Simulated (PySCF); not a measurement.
# Ge2H6O2 (SMILES [OH][GeH2][GeH2][OH]): wB97X/6-31G(d) (spherical functions)

Aim: the vertical ionisation energy of Ge2H6O2 at wB97X/6-31G* (spherical functions), from 2 runs. The job is set up through a Python script.

The calculation is run with PySCF 2.14.0.

4 further runs of the same task are left out: 4 set aside as unsound or not needed.

## (1) The structure to begin with

Ge2H6O2: 10 atoms, total charge 0, spin state singlet. As SMILES, `[OH][GeH2][GeH2][OH]`. Geometry: relaxed at PBE0-D4/def2-TZVP. This is one conformer, not always the lowest.

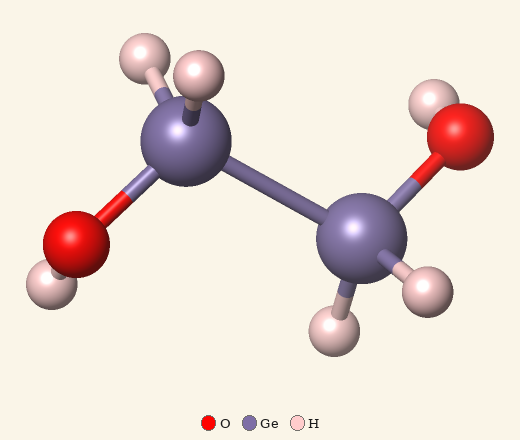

Viewed from a chosen angle; oxygen red, germanium purple, hydrogen pink.

## (2) A single-point energy at wB97X/6-31G(d) (spherical functions)

File run.py:

```python
from pyscf import gto, dft

molecule = gto.M(
    atom='''
O     -0.584492     4.639278    -0.012094
Ge     1.135158     1.859679     0.863038
Ge    -1.363437    -1.901820    -0.102423
O      0.582981    -4.661387     0.109226
H     -0.803134     4.784976    -1.806389
H      1.625164     2.208145     3.699706
H      3.672683     1.788437    -0.588272
H     -3.478041    -2.391826     1.819995
H     -2.485746    -1.706801    -2.795283
H      1.855522    -4.715056    -1.181835
''',
    basis='6-31g*',
    charge=0,
    max_memory=1860,
    verbose=3,
    unit='bohr',
)

myscf = dft.RKS(molecule, xc='wb97x')
myscf.conv_tol = 1e-10
myscf.grids.level = 5
myscf.kernel()
if not myscf.converged:
    myscf = myscf.newton().run(myscf.mo_coeff, myscf.mo_occ)

energy = myscf.e_tot
print('E = %.10f Eh' % energy)
```

Launch:

```sh
$ OMP_NUM_THREADS=1 python run.py
```

Standard output:

```text
converged SCF energy = -4307.5579374099
E = -4307.5579374099 Eh
```

It took 70 s on 1 thread of Arm Neoverse V1, shared host; peak memory 0.57 GiB.

## (3) The doublet cation at the same level

File input.xyz:

```xyz
10
Ge2H6O2
O     -0.309300     2.455000    -0.006400
Ge     0.600700     0.984100     0.456700
Ge    -0.721500    -1.006400    -0.054200
O      0.308500    -2.466700     0.057800
H     -0.425000     2.532100    -0.955900
H      0.860000     1.168500     1.957800
H      1.943500     0.946400    -0.311300
H     -1.840500    -1.265700     0.963100
H     -1.315400    -0.903200    -1.479200
H      0.981900    -2.495100    -0.625400
```

File run.py:

```python
from pyscf import gto, dft

system = gto.Mole()
system.atom = 'input.xyz'
system.spin = 1
system.max_memory = 1860
system.basis = '6-31g*'
system.charge = 1
system.verbose = 4
system.build()

mf = dft.UKS(system)
mf.xc = 'wb97x'
mf.grids.level = 5
mf.conv_tol = 1e-10
mf.kernel()
if not mf.converged:
    mf = mf.newton().run(mf.mo_coeff, mf.mo_occ)

e_tot = mf.e_tot
print('E(%s) = %.9f' % ('WB97X', e_tot))
```

Launch:

```sh
$ OMP_NUM_THREADS=1 python run.py
```

Standard output:

```text
PySCF version 2.14.0

[INPUT] num. atoms = 10
[INPUT] num. electrons = 85
[INPUT] charge = 1
[INPUT] spin (= nelec alpha-beta = 2S) = 1
[INPUT] symmetry False subgroup None
[INPUT] Mole.unit = angstrom
[INPUT] Symbol           X                Y                Z      unit          X                Y                Z       unit  Magmom
[INPUT]  1 O     -0.309300000000   2.455000000000  -0.006400000000 AA   -0.584492290328   4.639277635807  -0.012094247197 Bohr   0.0
[INPUT]  2 Ge     0.600700000000   0.984100000000   0.456700000000 AA    1.135158483026   1.859679479184   0.863037921089 Bohr   0.0
[INPUT]  3 Ge    -0.721500000000  -1.006400000000  -0.054200000000 AA   -1.363437398874  -1.901820371762  -0.102423155951 Bohr   0.0
[INPUT]  4 O      0.308500000000  -2.466700000000   0.057800000000 AA    0.582980509428  -4.661387431465   0.109226170000 Bohr   0.0
[INPUT]  5 H     -0.425000000000   2.532100000000  -0.955900000000 AA   -0.803133602940   4.784975520011  -1.806389202472 Bohr   0.0
[INPUT]  6 H      0.860000000000   1.168500000000   1.957800000000 AA    1.625164467126   2.208144976554   3.699705806673 Bohr   0.0
[INPUT]  7 H      1.943500000000   0.946400000000  -0.311300000000 AA    3.672682723092   1.788436804288  -0.588271742577 Bohr   0.0
[INPUT]  8 H     -1.840500000000  -1.265700000000   0.963100000000 AA   -3.478040932262  -2.391826355862   1.819995230569 Bohr   0.0
[INPUT]  9 H     -1.315400000000  -0.903200000000  -1.479200000000 AA   -2.485745744253  -1.706800635707  -2.795282883457 Bohr   0.0
[INPUT] 10 H      0.981900000000  -2.495100000000  -0.625400000000 AA    1.855522081710  -4.715055653402  -1.181834718303 Bohr   0.0

nuclear repulsion = 568.934386692963
number of shells = 48
number of NR pGTOs = 268
number of NR cGTOs = 104
basis = 6-31g*
ecp = {}

******** <class 'pyscf.dft.uks.UKS'> ********
method = UKS
initial guess = minao
damping factor = 0
level_shift factor = 0
DIIS = <class 'pyscf.scf.diis.CDIIS'>
diis_start_cycle = 1
diis_space = 8
diis_damp = 0
SCF conv_tol = 1e-10
SCF conv_tol_grad = None
SCF max_cycles = 50
direct_scf = True
direct_scf_tol = 1e-13
number electrons alpha = 43  beta = 42
XC library pyscf.dft.libxc version 7.0.0
    S. Lehtola, C. Steigemann, M. J.T. Oliveira, and M. A.L. Marques.,  SoftwareX 7, 1–5 (2018)
XC functionals = wb97x
radial grids:
    Treutler-Ahlrichs [JCP 102, 346 (1995); DOI:10.1063/1.469408] (M4) radial grids

becke partition: Becke, JCP 88, 2547 (1988); DOI:10.1063/1.454033
pruning grids: <function nwchem_prune>
grids dens level: 5
symmetrized grids: False
atomic radii adjust function: <function treutler_atomic_radii_adjust>
small_rho_cutoff = 0
Set gradient conv threshold to 1e-05
tot grids = 316672
init E= -4306.29194196164
[... the frontier-level lines of each cycle are left out ...]


cycle= 1 E= -4306.94109258012  delta_E= -0.649  |g|= 0.79  |ddm|= 2.04
cycle= 2 E= -4306.73082668837  delta_E= 0.21  |g|= 1.14  |ddm|= 1.45
cycle= 3 E= -4307.20641490593  delta_E= -0.476  |g|= 0.0696  |ddm|= 0.822
cycle= 4 E= -4307.20846561837  delta_E= -0.00205  |g|= 0.0442  |ddm|= 0.0805
cycle= 5 E= -4307.2091330695  delta_E= -0.000667  |g|= 0.00843  |ddm|= 0.03
cycle= 6 E= -4307.20928050174  delta_E= -0.000147  |g|= 0.00479  |ddm|= 0.0199
cycle= 7 E= -4307.209353143  delta_E= -7.26e-05  |g|= 0.00245  |ddm|= 0.0166
cycle= 8 E= -4307.20937718988  delta_E= -2.4e-05  |g|= 0.00102  |ddm|= 0.0121
cycle= 9 E= -4307.20938035834  delta_E= -3.17e-06  |g|= 0.000369  |ddm|= 0.00471
cycle= 10 E= -4307.20938060502  delta_E= -2.47e-07  |g|= 0.000282  |ddm|= 0.00107
cycle= 11 E= -4307.2093806901  delta_E= -8.51e-08  |g|= 6.95e-05  |ddm|= 0.000564
cycle= 12 E= -4307.20938070577  delta_E= -1.57e-08  |g|= 2.9e-05  |ddm|= 0.000324
cycle= 13 E= -4307.20938070868  delta_E= -2.91e-09  |g|= 1.81e-05  |ddm|= 0.000119
cycle= 14 E= -4307.20938070974  delta_E= -1.06e-09  |g|= 1.11e-05  |ddm|= 8.94e-05
cycle= 15 E= -4307.20938071014  delta_E= -4.03e-10  |g|= 4.67e-06  |ddm|= 4.41e-05
cycle= 16 E= -4307.20938071027  delta_E= -1.32e-10  |g|= 2.69e-06  |ddm|= 2.85e-05
cycle= 17 E= -4307.20938071031  delta_E= -3.73e-11  |g|= 1.15e-06  |ddm|= 1.38e-05
Extra cycle  E= -4307.20938071031  delta_E= -2.73e-12  |g|= 8.67e-07  |ddm|= 2.58e-06
converged SCF energy = -4307.20938071031  <S^2> = 0.7624779  2S+1 = 2.0124392
E(WB97X) = -4307.209380710
```

Run time: 2.5 min. Hardware: 1 thread of Arm Neoverse V1, shared host; peak memory 0.6 GiB.

## (4) Summary of results

Level: wB97X/6-31G* (spherical functions).

| quantity | value |
| --- | --- |
| singlet Ge2H6O2: total energy | -4307.55794 Eh |
| singlet Ge2H6O2: dipole moment | 2.37 D |
| singlet Ge2H6O2: HOMO energy | -9.47 eV |
| singlet Ge2H6O2: LUMO energy | 1.49 eV |
| singlet Ge2H6O2: HOMO–LUMO gap | 10.96 eV |
| doublet cation: total energy | -4307.20938 Eh |
| doublet cation: HOMO energy (highest over α and β) | -16.14 eV |
| doublet cation: LUMO energy (lowest over α and β) | -9.49 eV |
| doublet cation: ⟨S²⟩ | 0.762 |
| vertical ionisation energy (to the doublet cation) | 9.485 eV |

What this shows: The vertical ionisation energy comes to 9.48 eV (915 kJ/mol). The negative HOMO energy of the first species, 9.47 eV, lies 0.02 eV below that difference. Mulliken charges (singlet Ge2H6O2) run from -0.71 on O1 to +0.42 on H5.
